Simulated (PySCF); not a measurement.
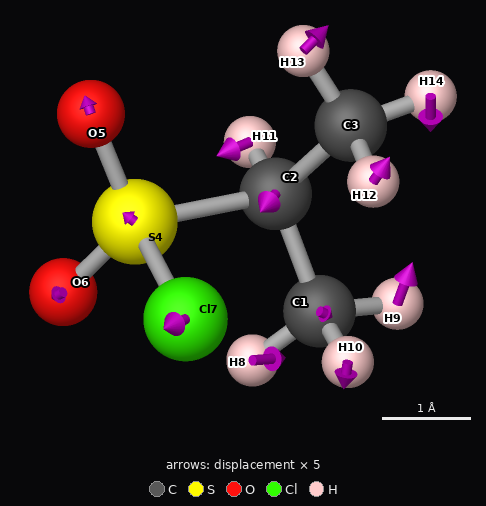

This is a relaxation of C3H7ClO2S. The starting structure is drawn; purple arrows show the displacements, 5 times their true length. The two geometries are superimposed by the best rigid fit.

A ball-and-stick model, seen at a tilt.

The start comes from GFN2-xTB. Its atoms were then displaced at random by about 0.01 Å.

These are results of PySCF, PBE0-D3(BJ)/def2-SVP geometry optimisation, gas phase, not measurements. 

### What did the optimiser do to the structure, and how much energy did it gain?

The energy falls by 0.248 eV in 10 geometry steps. H8 moves most after the best rigid fit: 0.12 Å. By element the largest moves are H 0.12 Å, Cl 0.09 Å, C 0.09 Å, O 0.05 Å, S 0.04 Å. Some distances before and after: S4–Cl7 2.036 → 2.110 Å, C2–S4 1.856 → 1.813 Å, S4–O6 1.407 → 1.448 Å, C2–H11 1.080 → 1.106 Å. Bond angles that change, for instance: C1–C2–S4 105.0° → 110.5°, S4–C2–H11 102.5° → 98.3°, C3–C2–S4 107.4° → 110.4°.
